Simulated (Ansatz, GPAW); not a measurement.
# A 13-layer slab of Nb(111): work function by functional and basis

Wanted: work functions and dipole of a 13-layer slab of Nb(111), with the cost of each level.

Calculated with GPAW 26.7.0 and Ansatz 0.2.0; Ansatz plane waves; slab in vacuum with a dipole correction, relaxation; PAW set soft_1, in the first sound run; inputs show where later runs differ.

### Step 1. Starting point

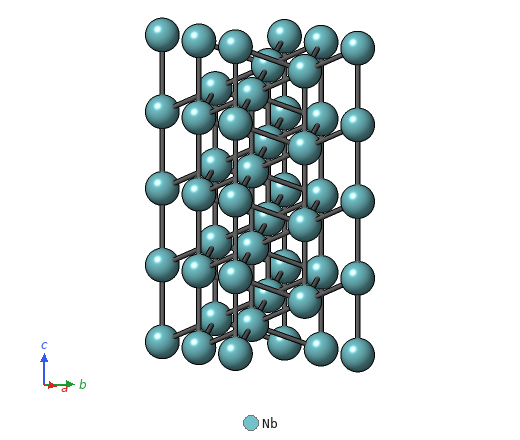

The cell as given, from the side, with the c axis up (niobium teal). 2×1×1 cells are drawn. Some periodic images of atoms are drawn too.

The cell holds 13 atoms: 13 Nb. Its edges and angles: a = 4.667 Å, b = 4.667 Å, c = 25.432 Å, α = 90.0°, β = 90.0°, γ = 60.0°. Vacuum lies along c.

### Step 2. Relaxation

Forces are removed first; all later runs use this geometry. The lowest 6 atoms are held at bulk positions and keep their forces.

Input file input.yaml:

```yaml
crystal:
  lattice:
    - [4.6669047558, 0.0, 0.0]
    - [2.3334523779, 4.0416580756, 0.0]
    - [0.0, 0.0, 25.43153533]
  atoms:
    - { symbol: Nb, position: [0.0, 0.0, 0.2752488164] }
    - { symbol: Nb, position: [0.3333333333, 0.3333333333, 0.312707347] }
    - { symbol: Nb, position: [0.6666666667, 0.6666666667, 0.3501658776] }
    - { symbol: Nb, position: [0.0, 0.0, 0.3876244082] }
    - { symbol: Nb, position: [0.3333333333, 0.3333333333, 0.4250829388] }
    - { symbol: Nb, position: [0.6666666667, 0.6666666667, 0.4625414694] }
    - { symbol: Nb, position: [0.0, 0.0, 0.5] }
    - { symbol: Nb, position: [0.3333333333, 0.3333333333, 0.5374585306] }
    - { symbol: Nb, position: [0.6666666667, 0.6666666667, 0.5749170612] }
    - { symbol: Nb, position: [0.0, 0.0, 0.6123755918] }
    - { symbol: Nb, position: [0.3333333333, 0.3333333333, 0.6498341224] }
    - { symbol: Nb, position: [0.6666666667, 0.6666666667, 0.687292653] }
    - { symbol: Nb, position: [0.0, 0.0, 0.7247511836] }
kpoints:
  mp_grid: { grid: [8, 8, 1] }
hamiltonian:
  xc: pbe
  pseudopotentials: { kind: paw, azcp: { folder: soft_1 } }
scf:
  occupations: { method: fermi_dirac, width: 0.1 }
efield:
  axis: 3
  dipole_correction: true
  ramp_width: 0.05
relax:
  f_tol: 0.02
  max_steps: 60
  constraints: [{ sites: [0, 1, 2, 3, 4, 5] }]
output:
  write_potential: true
  write_density: true
  volumetric_format: npy
```

Started as:

```bash
$ ansatz run input.yaml --threads 4 --pin off --max-ram 8192MiB --backend cpu --events-out ev --progress --plain --runs-dir out
```

Numbers of over 12 decimals in the logs are rounded to 6 here.

The log of the run:

```text
Engine: ansatz 0.2.0, aarch64-unknown-linux-gnu
Pseudopotentials: kind: paw
Pseudopotential: Nb, paw, valence charge 13, recommended cutoff 420 eV (normal), soft_1/Nb.paw.azcp
Functional definition: PBE
  parameter kappa = 0.804
  parameter beta = 0.066725
  exchange = pbe_x(kappa = kappa, mu = beta*pi^2/3)
  correlation = pbe_c(beta = beta)
Crystal: 13 atoms, lattice volume = 479.690 Å³
Basis set: ecut = 420 eV, 9451 PW (Γ), exchange–correlation on 64×64×360 points (8 copies of the dense FFT grid, shifted against one another)
Bands: 102, of which v1, the nominal top of the filled ones, is band 85 counted from 1 (84 counted from 0)
Symmetry: 6 space group operations
k-points: 10 of 64 (time reversal used)
Non-local potential: Nb, projectors of the file, l = 0: 3, l = 1: 2, l = 2: 2, l = 3: 1
PAW form: soft (Blöchl's): semilocal exchange-correlation on the pseudo side does not see the compensation charge
PAW one-centre angular grid: Nb, 590 points (default); XC on 64 Gauss nodes
Initial density: superposition of atomic densities (neutral atoms: chi_scale 0, normalization atom)
Initial wavefunctions: pseudopotential atomic-orbital guess
Functional: x = pbe(κ = 0.804, μ = 0.219515), c = pbe(β = 0.066725)
SCF iter   1: F=—  HF=-59188.148360 eV  |F-HF|=—  |Δ(HF+E_count)|=         —  Δρ=6.89e-2  dr2=2.63e2  ethr=3.10e-3  p=0.000 e·Å  D=1.81e-14 V/Å  ΔV_dip=-0.00 eV  dr2_dipole=2.36e-9  V_vac-E_F(+/−)=6.78/6.78 eV  ⟨swp⟩=9.2  Hψ=4888  notcnv=0
efield: sawtooth ramp at fractional position 0.9750 (placed from the atoms, in the widest stretch of the axis that holds none; the zero of the levels goes with the place), width 0.0500; the density the first Hamiltonian is built on has a dipole p = 0.000 e·Å; the dipole correction subtracts the counter field D = 1.81e-14 V/Å, which shifts the + side's vacuum level by -0.00 eV against the − side's; the planar-averaged density in the ramp window peaks in size at 6.7e-7 e/Å³
preconditioner: auto → LDOS  [metal: Δε(μ)=0.070 eV  Ē_g=3.838 eV  σ=0.100 eV  W_gap=0.17  n_scr=96 (ndim 8)  ℏωp=13.7 eV  f_vac=0.426  D(μ)=10.42/eV (n_scr^D=70)  β→1.0]
SCF iter   2: F=—  HF=-59189.900342 eV  |F-HF|=—  |Δ(HF+E_count)|=    1.75e0  Δρ=9.14e-2  dr2=6.76e2  ethr=3.10e-3  p=0.000 e·Å  D=3.59e-8 V/Å  ΔV_dip=-0.00 eV  dr2_dipole=2.89e-7  V_vac-E_F(+/−)=0.20/0.20 eV  ⟨swp⟩=13.6  Hψ=7866  notcnv=0  defer=1  recentre
SCF iter   3: F=—  HF=-59177.116806 eV  |F-HF|=—  |Δ(HF+E_count)|=    1.28e1  Δρ=3.53e-2  dr2=7.80e1  ethr=3.10e-3  p=-0.000 e·Å  D=-2.91e-7 V/Å  ΔV_dip=0.00 eV  dr2_dipole=7.58e-8  V_vac-E_F(+/−)=5.10/5.10 eV  ⟨swp⟩=13.2  Hψ=4418  notcnv=0
SCF iter   4: F=—  HF=-59174.223221 eV  |F-HF|=—  |Δ(HF+E_count)|=    2.89e0  Δρ=7.13e-3  dr2=1.38e0  ethr=3.10e-3  p=-0.000 e·Å  D=-1.40e-6 V/Å  ΔV_dip=0.00 eV  dr2_dipole=1.35e-8  V_vac-E_F(+/−)=4.80/4.81 eV  ⟨swp⟩=7.0  Hψ=2277  notcnv=0  defer=1
SCF iter   5: F=—  HF=-59174.111500 eV  |F-HF|=—  |Δ(HF+E_count)|=   1.12e-1  Δρ=3.77e-3  dr2=7.24e-1  ethr=8.16e-4  p=0.000 e·Å  D=2.19e-5 V/Å  ΔV_dip=-0.00 eV  dr2_dipole=6.06e-8  V_vac-E_F(+/−)=3.83/3.84 eV  ⟨swp⟩=5.3  Hψ=1818  notcnv=0  defer=3
SCF iter   6: F=—  HF=-59174.104499 eV  |F-HF|=—  |Δ(HF+E_count)|=   7.00e-3  Δρ=1.08e-3  dr2=7.45e-3  ethr=4.29e-4  p=-0.000 e·Å  D=-5.39e-6 V/Å  ΔV_dip=0.00 eV  dr2_dipole=2.00e-7  V_vac-E_F(+/−)=3.26/3.25 eV  ⟨swp⟩=2.7  Hψ=1267  notcnv=0  defer=1
SCF iter   7: F=—  HF=-59174.102841 eV  |F-HF|=—  |Δ(HF+E_count)|=   1.66e-3  Δρ=3.37e-4  dr2=1.22e-3  ethr=4.41e-6  p=-0.000 e·Å  D=-1.99e-6 V/Å  ΔV_dip=0.00 eV  dr2_dipole=2.65e-8  V_vac-E_F(+/−)=3.36/3.36 eV  ⟨swp⟩=2.9  Hψ=1985  notcnv=0
SCF iter   8: F=—  HF=-59174.103145 eV  |F-HF|=—  |Δ(HF+E_count)|=   3.04e-4  Δρ=1.59e-4  dr2=1.47e-4  ethr=7.24e-7  p=-0.000 e·Å  D=-5.09e-8 V/Å  ΔV_dip=0.00 eV  dr2_dipole=5.72e-11  V_vac-E_F(+/−)=3.40/3.40 eV  ⟨swp⟩=2.8  Hψ=1920  notcnv=0
SCF iter   9: F=—  HF=-59174.103174 eV  |F-HF|=—  |Δ(HF+E_count)|=   2.90e-5  Δρ=3.19e-5  dr2=4.32e-5  ethr=8.68e-8  p=-0.000 e·Å  D=-1.87e-7 V/Å  ΔV_dip=0.00 eV  dr2_dipole=3.36e-10  V_vac-E_F(+/−)=3.42/3.42 eV  ⟨swp⟩=2.6  Hψ=1729  notcnv=0
SCF iter  10: F=—  HF=-59174.103176 eV  |F-HF|=—  |Δ(HF+E_count)|=   2.57e-6  Δρ=1.55e-5  dr2=1.08e-5  ethr=2.56e-8  p=-0.000 e·Å  D=-1.58e-7 V/Å  ΔV_dip=0.00 eV  dr2_dipole=8.20e-12  V_vac-E_F(+/−)=3.41/3.41 eV  ⟨swp⟩=1.8  Hψ=1141  notcnv=0
SCF iter  11: F=-59174.103177 eV  HF=-59174.103177 eV  |F-HF|=5.01e-8  |Δ(HF+E_count)|=   3.17e-7  Δρ=3.79e-6  dr2=1.36e-7  ethr=5.92e-9  p=-0.000 e·Å  D=-8.75e-8 V/Å  ΔV_dip=0.00 eV  dr2_dipole=9.39e-13  V_vac-E_F(+/−)=3.41/3.41 eV  ⟨swp⟩=12.6  Hψ=8421  notcnv=0
SCF 1 converged in 11 iterations: F = -59174.103177 eV  dr2 = 1.36e-7
  greatest PAW one-centre occupation: 0.998 electrons in one spin orbital (limit 2), on the Nb atom at site 7 (counted from 0), in its partial waves of l = 0
relax step   1: F+E_penalty+E_count = -59174.10317666 eV  Δ(F+E_penalty+E_count) = +0.000e0 eV  max|allowed force component| = 1.720e0 eV/Å  Δτ_max = 0.0000 Å  (11 SCF iters, dr2 threshold 1.00e-5 eV, accepted)
Initial density: handed on by an earlier stage of this run
Initial wavefunctions: those handed on with the density
iter 1 solved again at ethr=1.78e-3 eV; its pass at ethr=3.10e-3 eV (dr2=3.01e0 eV) is discarded
SCF iter   1: F=—  HF=-59174.502606 eV  |F-HF|=—  |Δ(HF+E_count)|=         —  Δρ=8.91e-3  dr2=3.81e0  ethr=1.78e-3  p=-0.000 e·Å  D=-1.43e-7 V/Å  ΔV_dip=0.00 eV  dr2_dipole=1.71e0  V_vac-E_F(+/−)=3.43/3.43 eV  ⟨swp⟩=1.4  Hψ=3413  notcnv=0
efield: sawtooth ramp at fractional position 0.9750 (handed on by an earlier solve), width 0.0500; the density the first Hamiltonian is built on has a dipole p = -0.000 e·Å; the dipole correction subtracts the counter field D = -1.43e-7 V/Å, which shifts the + side's vacuum level by +0.00 eV against the − side's; the planar-averaged density in the ramp window peaks in size at 5.1e-6 e/Å³
preconditioner: auto → LDOS  [metal: Δε(μ)=0.024 eV  Ē_g=3.129 eV  σ=0.100 eV  W_gap=0.06  n_scr=96 (ndim 8)  ℏωp=13.7 eV  f_vac=0.439  D(μ)=18.68/eV (n_scr^D=122)  β→1.0]
SCF iter   2: F=—  HF=-59174.426913 eV  |F-HF|=—  |Δ(HF+E_count)|=   7.57e-2  Δρ=2.65e-3  dr2=9.88e-2  ethr=1.78e-3  p=-0.023 e·Å  D=-8.86e-3 V/Å  ΔV_dip=0.23 eV  dr2_dipole=2.54e-2  V_vac-E_F(+/−)=3.62/3.39 eV  ⟨swp⟩=3.8  Hψ=1147  notcnv=0  defer=1
SCF iter   3: F=—  HF=-59174.421816 eV  |F-HF|=—  |Δ(HF+E_count)|=   5.10e-3  Δρ=1.16e-3  dr2=2.01e-2  ethr=5.85e-5  p=-0.028 e·Å  D=-1.07e-2 V/Å  ΔV_dip=0.27 eV  dr2_dipole=2.46e-3  V_vac-E_F(+/−)=3.67/3.40 eV  ⟨swp⟩=2.6  Hψ=1983  notcnv=0
[...]
SCF iter   3: F=—  HF=-59174.441357 eV  |F-HF|=—  |Δ(HF+E_count)|=   4.67e-3  Δρ=9.21e-4  dr2=2.03e-2  ethr=4.99e-5  p=-0.041 e·Å  D=-1.55e-2 V/Å  ΔV_dip=0.39 eV  dr2_dipole=1.17e-3  V_vac-E_F(+/−)=3.79/3.40 eV  ⟨swp⟩=2.3  Hψ=1640  notcnv=0
SCF iter   4: F=—  HF=-59174.440228 eV  |F-HF|=—  |Δ(HF+E_count)|=   1.13e-3  Δρ=2.03e-4  dr2=4.08e-4  ethr=1.20e-5  p=-0.042 e·Å  D=-1.58e-2 V/Å  ΔV_dip=0.40 eV  dr2_dipole=7.10e-5  V_vac-E_F(+/−)=3.80/3.39 eV  ⟨swp⟩=2.0  Hψ=1197  notcnv=0
SCF iter   5: F=—  HF=-59174.440548 eV  |F-HF|=—  |Δ(HF+E_count)|=   3.20e-4  Δρ=6.12e-5  dr2=5.03e-5  ethr=2.41e-7  p=-0.043 e·Å  D=-1.63e-2 V/Å  ΔV_dip=0.41 eV  dr2_dipole=1.20e-6  V_vac-E_F(+/−)=3.81/3.39 eV  ⟨swp⟩=2.8  Hψ=1850  notcnv=0
SCF iter   6: F=—  HF=-59174.440554 eV  |F-HF|=—  |Δ(HF+E_count)|=   6.03e-6  Δρ=2.30e-5  dr2=7.12e-6  ethr=4.14e-9  p=-0.044 e·Å  D=-1.66e-2 V/Å  ΔV_dip=0.42 eV  dr2_dipole=3.77e-7  V_vac-E_F(+/−)=3.82/3.39 eV  ⟨swp⟩=13.3  Hψ=10069  notcnv=0
SCF iter   7: F=-59174.440554 eV  HF=-59174.440554 eV  |F-HF|=1.84e-7  |Δ(HF+E_count)|=   3.14e-7  Δρ=7.60e-6  dr2=6.94e-7  ethr=4.14e-9  p=-0.044 e·Å  D=-1.67e-2 V/Å  ΔV_dip=0.42 eV  dr2_dipole=2.65e-8  V_vac-E_F(+/−)=3.82/3.39 eV  ⟨swp⟩=12.1  Hψ=8749  notcnv=0
SCF 3 converged in 7 iterations: F = -59174.440554 eV  dr2 = 6.94e-7
relax step   3: F+E_penalty+E_count = -59174.44055386 eV  Δ(F+E_penalty+E_count) = -2.133e-2 eV  max|allowed force component| = 1.698e-1 eV/Å  Δτ_max = 0.1364 Å  (7 SCF iters, dr2 threshold 7.00e-6 eV, accepted)
[...]
relax step   4: F+E_penalty+E_count = -59174.44599034 eV  Δ(F+E_penalty+E_count) = -5.436e-3 eV  max|allowed force component| = 1.519e-2 eV/Å  Δτ_max = 0.0345 Å  (6 SCF iters, dr2 threshold 1.80e-6 eV, accepted)
iter 1 solved again at ethr=2.50e-10 eV; its pass at ethr=3.10e-3 eV (dr2=4.23e-7 eV) is discarded
SCF iter   1: F=—  HF=-59174.445992 eV  |F-HF|=—  |Δ(HF+E_count)|=         —  Δρ=6.22e-6  dr2=4.23e-7  ethr=2.50e-10  p=-0.042 e·Å  D=-1.60e-2 V/Å  ΔV_dip=0.41 eV  dr2_dipole=2.25e-8  V_vac-E_F(+/−)=3.80/3.40 eV  ⟨swp⟩=1.1  Hψ=2442  notcnv=0
efield: sawtooth ramp at fractional position 0.9750 (handed on by an earlier solve), width 0.0500; the density the first Hamiltonian is built on has a dipole p = -0.042 e·Å; the dipole correction subtracts the counter field D = -1.60e-2 V/Å, which shifts the + side's vacuum level by +0.41 eV against the − side's; the planar-averaged density in the ramp window peaks in size at 4.3e-6 e/Å³
preconditioner: auto → LDOS  [metal: Δε(μ)=0.024 eV  Ē_g=3.158 eV  σ=0.100 eV  W_gap=0.06  n_scr=96 (ndim 8)  ℏωp=13.7 eV  f_vac=0.441  D(μ)=17.80/eV (n_scr^D=122)  β→1.0]
SCF iter   2: F=—  HF=-59174.445991 eV  |F-HF|=—  |Δ(HF+E_count)|=   1.05e-6  Δρ=4.28e-6  dr2=1.81e-7  ethr=2.50e-10  p=-0.042 e·Å  D=-1.60e-2 V/Å  ΔV_dip=0.41 eV  dr2_dipole=1.16e-8  V_vac-E_F(+/−)=3.80/3.40 eV  ⟨swp⟩=2.1  Hψ=1916  notcnv=0
SCF iter   3: F=-59174.445991 eV  HF=-59174.445991 eV  |F-HF|=2.63e-8  |Δ(HF+E_count)|=   2.50e-8  Δρ=1.75e-6  dr2=4.30e-8  ethr=5.92e-11  p=-0.042 e·Å  D=-1.60e-2 V/Å  ΔV_dip=0.41 eV  dr2_dipole=7.41e-12  V_vac-E_F(+/−)=3.80/3.40 eV  ⟨swp⟩=10.6  Hψ=7691  notcnv=0
SCF 5 converged in 3 iterations: F = -59174.445991 eV  dr2 = 4.30e-8
relax step   5: F+E_penalty+E_count = -59174.44599055 eV  Δ(F+E_penalty+E_count) = -2.059e-7 eV  max|allowed force component| = 1.508e-2 eV/Å  Δτ_max = 0.0000 Å  (3 SCF iters, accepted)
NSCF: frozen V_eff on 10 k-points
the band table was solved once a step of the walk had ended and its energy, with any forces and stress, was formed, with the checks that follow a solve (5155 applications of the Hamiltonian). They found nothing against the state; the energy, forces and stress were not computed again (output.eigenvalues in the input reference)
WARN: The output density's exchange-correlation potential varies sharply where the density is thin. Do not read a vacuum level from v_tot or v_xc, or from such a field of the output density. On a cell that repeats whose density bears no net charge and no dipole along the vacuum's axis use v_es (v_loc + v_h of the components); under efield.dipole_correction with no amplitude use v_es + v_field, which holds any externa [...]
SCF converged after 3 iterations
Free energy (F): -59174.445991 eV
Harris-Foulkes:  -59174.445991 eV  (|F-HF|=2.63e-8)
Internal energy: -59173.863436 eV  (E = F + TS)
E sigma→0 (E₀):  -59174.154713 eV
Entropy (-TS):   -0.582554 eV (-44.812 meV/atom)
Fermi energy:    6.970816 eV
Dipole field:    D = -0.015995 V/Å  (p = -0.042401 e·Å, saw-weighted, corrected)
Work function:   Φ+ = 3.8020 eV   Φ− = 3.3952 eV
Levels:          The Fermi level and band energies are counted from a zero that moves with the ramp; work functions are not
--- Per-component energies (eV) ---
  E_band       = -2716.879889
  E_kinetic    = 4842.860791
  E_local      = -163231.716683  (includes V_loc(G=0)·N_el)
  E_nonlocal   = 1241.951887
  E_hartree    = 79281.251649
  E_xc         = -2147.284100
  E_vxc        = -2598.766459  (∫ρ·V_xc dr)
  E_paw        = -40070.431601  (= ΣΔE_a)
  E_vpaw       = -1533.637300  (= ΣTr[D̂ρ^β])
  E_aug_tail   = 0.000551  (compensation charges beyond the density's cutoff)
  E_efield     = 0.000339  (sawtooth field / dipole correction)
  E_vefield    = -0.040052  (∫n·V_field dr)
  E_ewald      = 60909.503732
  E_smearing   = -0.582554  (= −TS)
  E_closure    = 0.000000  (closes the sum)
  Σ components = -59174.445991   (vs F -59174.445991, Δ=0.00e0)
--- Forces (eV/Å), atoms counted from 1 ---
  atom   1  Nb     0.00000000    -0.00000000     1.72148158
  atom   2  Nb     0.00000000     0.00000000     0.10600748
  atom   3  Nb    -0.00000000     0.00000000    -1.21083799
  atom   4  Nb    -0.00000000    -0.00000000    -0.58995768
  atom   5  Nb    -0.00000000    -0.00000000    -0.31915755
  atom   6  Nb     0.00000000     0.00000000     0.28061784
  atom   7  Nb    -0.00000000    -0.00000000    -0.01508288
  atom   8  Nb     0.00000000     0.00000000     0.00358603
  atom   9  Nb    -0.00000000     0.00000000     0.01490477
  atom  10  Nb     0.00000000     0.00000000    -0.00194100
  atom  11  Nb     0.00000000    -0.00000000    -0.00803009
  atom  12  Nb     0.00000000    -0.00000000     0.01443564
  atom  13  Nb     0.00000000     0.00000000     0.00398027
  max |Σ_I F_I| component: 6.39e-6 eV/Å
--- Band table (eV; the first three rows and the last of 10) ---
  k-point 0: bands = [... 81 lower, 6.3372, 6.5723, 6.5723, 6.7763, 6.8958, 6.8958, 7.0662, 7.1603, ... 13 higher]
  k-point 1: bands = [... 81 lower, 6.5236, 6.6916, 6.7272, 6.8576, 6.9647, 7.0975, 7.1780, 7.1824, ... 13 higher]
  k-point 2: bands = [... 81 lower, 6.7426, 6.9175, 6.9468, 7.1306, 7.1760, 7.3713, 7.4780, 7.4889, ... 13 higher]
  k-point 9: bands = [... 81 lower, 6.6911, 6.7329, 6.7823, 6.9343, 6.9551, 7.0917, 7.2079, 7.4626, ... 13 higher]
--- Relaxed structure (5 steps of the walk, 5 accepted, 0 SCFs on fresh bases) ---
  F+E_penalty+E_count = -59174.44599055 eV   max|allowed force component| = 1.508e-2 eV/Å
  atoms:
    - { symbol: Nb, position: [0.0, 0.0, 0.2752488164] }
    - { symbol: Nb, position: [0.333333, 0.333333, 0.312707347] }
    - { symbol: Nb, position: [0.666667, 0.666667, 0.3501658776] }
    - { symbol: Nb, position: [0.0, 0.0, 0.387624] }
    - { symbol: Nb, position: [0.333333, 0.333333, 0.4250829388] }
    - { symbol: Nb, position: [0.666667, 0.666667, 0.4625414694] }
    - { symbol: Nb, position: [3.7847708803018125e-19, 0, 0.500938] }
    - { symbol: Nb, position: [0.333333, 0.333333, 0.538023] }
    - { symbol: Nb, position: [0.666667, 0.666667, 0.575725] }
    - { symbol: Nb, position: [-4.126412060437563e-19, 0, 0.611353] }
    - { symbol: Nb, position: [0.333333, 0.333333, 0.653774] }
    - { symbol: Nb, position: [0.666667, 0.666667, 0.686034] }
    - { symbol: Nb, position: [-4.7067784024978275e-18, 0, 0.713081] }
```

It took 2.4 min on 4 threads of Arm Neoverse N1, shared host; peak memory 1.3 GiB.

Relaxation path:

```csv
step,energy less that of the first step (eV),largest force component (eV/Å)
1,0.0000,1.7197
2,-0.3161,0.3348
3,-0.3374,0.1698
4,-0.3428,0.0152
5,-0.3428,0.0151
```

Forces are held to the 6 operations that the run works with; a distortion that breaks them can't arise in this run.

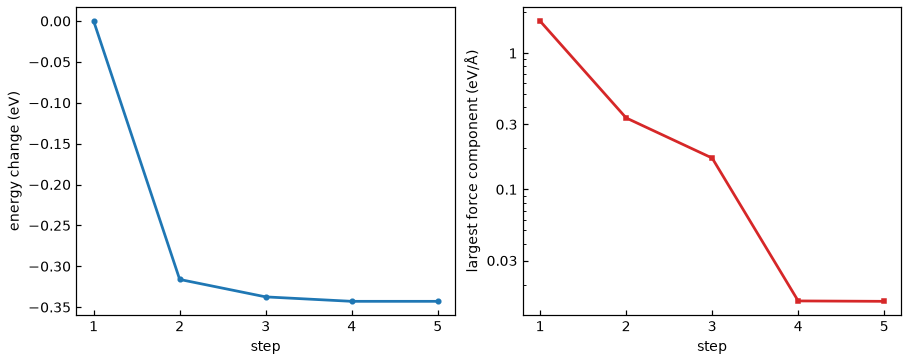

Energy and largest force along the relaxation.

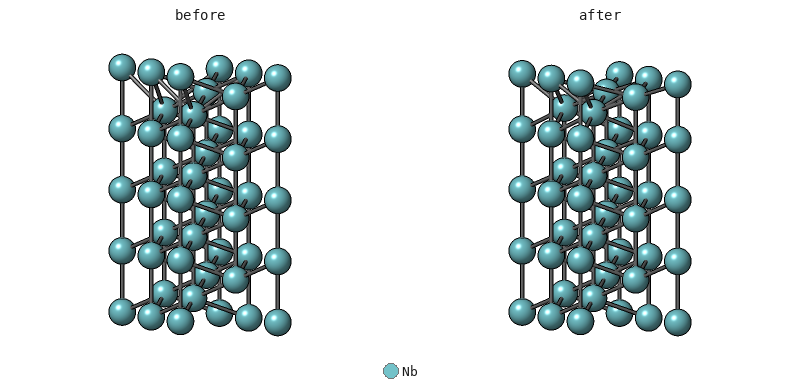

Before and after, at one scale.

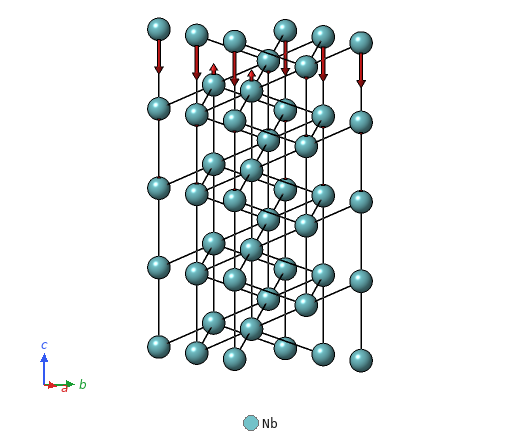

Displacements in the relaxation, exaggerated; the longest in the cell stands for 0.30 Å. 2×1×1 cells are drawn. Some periodic images of atoms are drawn too.

The atoms that moved most (Å):

```csv
atom,dx,dy,dz,length
Nb13,0.000,0.000,-0.297,0.297
Nb11,0.000,0.000,0.100,0.100
Nb12,0.000,0.000,-0.032,0.032
Nb10,0.000,0.000,-0.026,0.026
Nb7,0.000,0.000,0.024,0.024
Nb9,0.000,0.000,0.021,0.021
Nb8,0.000,0.000,0.014,0.014
```

Final coordinates:

```
Nb
1.0
     4.66690    0.00000    0.00000
     2.33345    4.04166    0.00000
     0.00000    0.00000   25.43154
Nb
13
Direct
  0.00000 0.00000 0.27525
  0.33333 0.33333 0.31271
  0.66667 0.66667 0.35017
  0.00000 0.00000 0.38762
  0.33333 0.33333 0.42508
  0.66667 0.66667 0.46254
  0.00000 0.00000 0.50094
  0.33333 0.33333 0.53802
  0.66667 0.66667 0.57572
  0.00000 0.00000 0.61135
  0.33333 0.33333 0.65377
  0.66667 0.66667 0.68603
  0.00000 0.00000 0.71308
```

This step gave:

* free energy: -59174.4460 eV
* smearing term TS: 0.5826 eV
* symmetry operations: 6
* upper work function: 3.802 eV
* lower work function: 3.395 eV
* dipole along the normal: -0.04240 e·Å
* dipole field: -0.01599 V/Å
* vacuum level above: 10.77 eV
* vacuum level below: 10.37 eV

The electrostatic potential energy of an electron (with the applied field's), less the Fermi level, planar mean by z:

```csv
z (Å),"electrostatic potential energy of an electron (with the applied field's), less the Fermi level, planar mean (eV)"
0,3.60
2,3.40
4,3.36
6,0.940
8,-10.2
10,-10.3
12,-10.2
14,-10.6
16,-9.40
18,-12.4
20,3.38
22,3.80
24,3.80
```

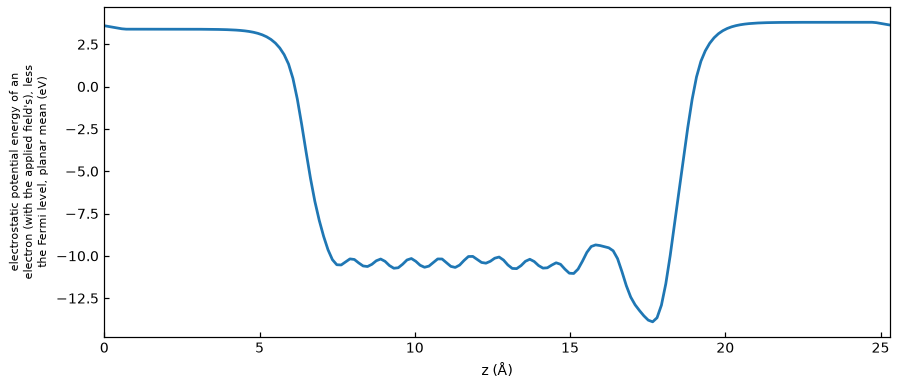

Electrostatic potential energy of an electron (with the applied field's), less the Fermi level, planar mean, plotted against z.

[end of part 1 of 3]

[Logs are printed without paths, hosts, clocks, repeated set-up lines and the standing remarks that a program may print on its own settings, such as how far it seeks lower states.]

[Hosts, paths, dates, database ids (printed as entryN), source tags and the programs' standing remarks are cut or masked in the printed files.]
